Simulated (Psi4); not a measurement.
**SnH2F (SMILES [F][SnH2]) at U-r2SCAN/def2-TZVPPD (core potential, sweep point 5)**

Aim: the vertical doublet–quartet gap of SnH2F at U-r2SCAN/def2-TZVPPD (core potential, sweep point 5), from 2 runs. The job is set up through a Python script.

The calculation is run with Psi4 1.11.

### Step 1. The system as given

SnH2F has 4 atoms, charge 0, and is taken as a doublet. SMILES: `[F][SnH2]`. The shape is that of a PBE0-D4/def2-TZVP optimisation.

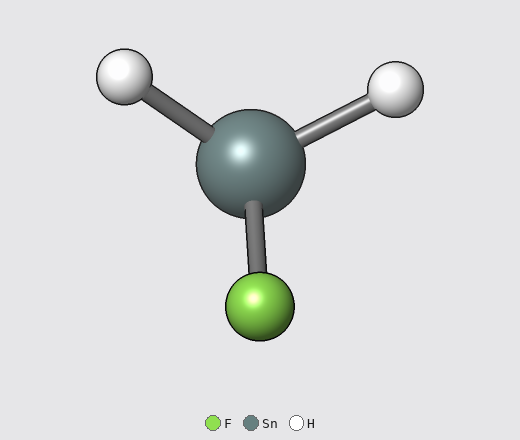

The structure, seen from a chosen angle (fluorine green, tin teal, hydrogen white).

### Step 2. The energy at U-r2SCAN/def2-TZVPPD (core potential, sweep point 5)

run.py

```python
import psi4

psi4.set_memory(1600000000)
psi4.set_num_threads(1)
psi4.set_output_file('output.dat', False)

mol = psi4.geometry("""
0 2
F     -1.552600    -0.190000     0.640700
Sn     0.028300    -0.242200    -0.468300
H      1.184100    -1.054400     0.524100
H      0.395700     1.426200    -0.716700
symmetry c1
""")

options = {'basis': 'def2-TZVPPD', 'reference': 'uks', 'puream': True, 'scf_type': 'pk', 'dft_radial_points': 99, 'dft_spherical_points': 590, 'maxiter': 150}
psi4.set_options(options)

e, wfn = psi4.energy("r2scan", return_wfn=True)
print('E =', round(e, 9))
```

On the command line:

```
$ python run.py
```

output.dat, shortened:

```text
[...]
    !!!  WARNING: ECP capability is in beta. Please check occupations closely.  !!!
[...]
  Running in c1 symmetry.
[...]
  Nuclear repulsion =   71.224961374238049
[...]
  Multiplicity = 2
[...]
  Nalpha       = 17
  Nbeta        = 16
[...]
    Number of basis functions: 130
[...]
   @UKS iter   1:  -315.15610544114850   -1.08105e+00   6.25479e-03 ADIIS/DIIS
[...]
   @UKS iter   9:  -315.41445621888215   -5.77816e-08   6.76897e-07 DIIS
[...]
   @S^2 Observed:                7.536968041E-01
[...]
    Orbital Energies [Eh]
    ---------------------
    Alpha Occupied:
       1A    -24.436580     2A     -5.062428     3A     -3.403917
       4A     -3.401856     5A     -3.398390     6A     -1.095293
       7A     -0.991680     8A     -0.991310     9A     -0.988255
      10A     -0.986889    11A     -0.974160    12A     -0.494515
      13A     -0.365734    14A     -0.356131    15A     -0.344196
      16A     -0.310597    17A     -0.221267
    Alpha Virtual:
      18A     -0.052667    19A     -0.013879    20A      0.006211
      21A      0.037404    22A      0.081005    23A      0.084260
      24A      0.091235    25A      0.094481    26A      0.106512
[...]
  @UKS Final Energy:  -315.41445621888215
   => Energetics <=
    Nuclear Repulsion Energy =             71.2249613742380490
    One-Electron Energy =                -659.3426684341784494
    Two-Electron Energy =                 302.0181943709769143
    DFT Exchange-Correlation Energy =     -29.3149435299187253
    Empirical Dispersion Energy =           0.0000000000000000
    VV10 Nonlocal Energy =                  0.0000000000000000
    Total Energy =                       -315.4144562188821510
[...]
 Multipole Moments:
 ------------------------------------------------------------------------------------
     Multipole            Electronic (a.u.)      Nuclear  (a.u.)        Total (a.u.)
 ------------------------------------------------------------------------------------
 L = 1.  Multiply by 2.5417464519 to convert [e a0] to [Debye]
 Dipole X            :         12.1872672          -11.3966557            0.7906115
 Dipole Y            :         -1.7615539            1.6850364           -0.0765175
 Dipole Z            :        -11.2670274           10.6115281           -0.6554993
 Magnitude           :                                                    1.0298548
[...]
```

Standard output:

```text
E = -315.414456219
```

It took 49 s on 1 thread of Intel Xeon 6975P-C (Granite Rapids), shared host; peak memory 0.88 GiB.

### Step 3. The quartet at the same level

job.py

```python
import psi4

psi4.set_memory('1600 MB')
psi4.set_num_threads(1)
psi4.core.set_output_file('psi4.out', False)

molecule = psi4.geometry("""
0 4
F     -1.552600    -0.190000     0.640700
Sn     0.028300    -0.242200    -0.468300
H      1.184100    -1.054400     0.524100
H      0.395700     1.426200    -0.716700
symmetry c1
""")

psi4.set_options({
    'reference': 'uks',
    'puream': True,
    'scf_type': 'pk',
    'dft_radial_points': 99,
    'dft_spherical_points': 590,
    'maxiter': 150,
})

result = psi4.energy('r2scan/def2-TZVPPD', molecule=molecule)
print(f'total energy {result:.8f} hartree = {result * 27.211386:.5f} eV')
for k, v in sorted(psi4.core.scalar_variables().items()):
    print(f'{k:45s} {v:18.10f}')
```

On the command line:

```
$ python job.py
```

psi4.out, shortened:

```text
[...]
    !!!  WARNING: ECP capability is in beta. Please check occupations closely.  !!!
[...]
  Running in c1 symmetry.
[...]
  Nuclear repulsion =   71.224961374238049
[...]
  Multiplicity = 4
[...]
  Nalpha       = 18
  Nbeta        = 15
[...]
    Number of basis functions: 130
[...]
   @UKS iter   1:  -314.86956746584883   -7.94510e-01   6.68749e-03 DIIS/ADIIS
[...]
   @UKS iter  13:  -315.19067335879907   -1.74867e-07   8.00516e-07 DIIS
[...]
   @S^2 Observed:                3.763695404E+00
[...]
    Orbital Energies [Eh]
    ---------------------
    Alpha Occupied:
       1A    -24.479213     2A     -5.079088     3A     -3.421286
       4A     -3.419911     5A     -3.412840     6A     -1.133652
       7A     -1.015771     8A     -1.011560     9A     -1.004805
      10A     -1.002930    11A     -0.991161    12A     -0.543792
      13A     -0.424738    14A     -0.408647    15A     -0.380376
      16A     -0.376252    17A     -0.251114    18A     -0.096305
    Alpha Virtual:
      19A     -0.055168    20A     -0.028231    21A      0.001384
      22A      0.044881    23A      0.052198    24A      0.054128
      25A      0.062487    26A      0.079098    27A      0.085243
[...]
  @UKS Final Energy:  -315.19067335879907
   => Energetics <=
    Nuclear Repulsion Energy =             71.2249613742380490
    One-Electron Energy =                -658.3998106019543002
    Two-Electron Energy =                 301.2179465955630917
    DFT Exchange-Correlation Energy =     -29.2337707266459361
    Empirical Dispersion Energy =           0.0000000000000000
    VV10 Nonlocal Energy =                  0.0000000000000000
    Total Energy =                       -315.1906733587990743
[...]
 Multipole Moments:
 ------------------------------------------------------------------------------------
     Multipole            Electronic (a.u.)      Nuclear  (a.u.)        Total (a.u.)
 ------------------------------------------------------------------------------------
 L = 1.  Multiply by 2.5417464519 to convert [e a0] to [Debye]
 Dipole X            :         11.8465775          -11.3966557            0.4499218
 Dipole Y            :         -1.5707233            1.6850364            0.1143131
 Dipole Z            :        -10.6687263           10.6115281           -0.0571982
 Magnitude           :                                                    0.4677272
[...]
```

The script printed:

```text
total energy -315.19067336 hartree = -8576.77508 eV
CURRENT ENERGY                                   -315.1906733588
CURRENT REFERENCE ENERGY                         -315.1906733588
DD SOLVATION ENERGY                                 0.0000000000
DFT FUNCTIONAL TOTAL ENERGY                      -315.1906733588
DFT TOTAL ENERGY                                 -315.1906733588
DFT VV10 ENERGY                                     0.0000000000
DFT XC ENERGY                                     -29.2337707266
GRID ELECTRONS ALPHA                               18.0000001138
GRID ELECTRONS BETA                                15.0000000615
GRID ELECTRONS TOTAL                               33.0000001753
NUCLEAR REPULSION ENERGY                           71.2249613742
ONE-ELECTRON ENERGY                              -658.3998106020
PCM POLARIZATION ENERGY                             0.0000000000
PE ENERGY                                           0.0000000000
SCF ITERATION ENERGY                             -315.1906733588
SCF ITERATIONS                                     13.0000000000
SCF TOTAL ENERGY                                 -315.1906733588
TWO-ELECTRON ENERGY                               301.2179465956
XC GRID RADIAL POINTS                              99.0000000000
XC GRID SPHERICAL POINTS                          590.0000000000
XC GRID TOTAL POINTS                           225872.0000000000
```

Run time: 65 s. Hardware: 1 thread of Intel Xeon 6975P-C (Granite Rapids), shared host; peak memory 0.88 GiB.

### Step 4. Results

At U-r2SCAN/def2-TZVPPD (core potential, sweep point 5):

| quantity | value |
| --- | --- |
| doublet: total energy | -315.41446 Eh |
| doublet: dipole moment | 2.62 D |
| doublet: HOMO energy (highest over α and β) | -6.02 eV |
| doublet: LUMO energy (lowest over α and β) | -4.16 eV |
| doublet: ⟨S²⟩ | 0.754 |
| quartet: total energy | -315.19067 Eh |
| quartet: dipole moment | 1.19 D |
| quartet: HOMO energy (highest over α and β) | -2.62 eV |
| quartet: ⟨S²⟩ | 3.764 |
| vertical energy of the quartet above the doublet | 6.089 eV |

In words: At this shape the quartet lies 6.09 eV (588 kJ/mol) above the doublet.
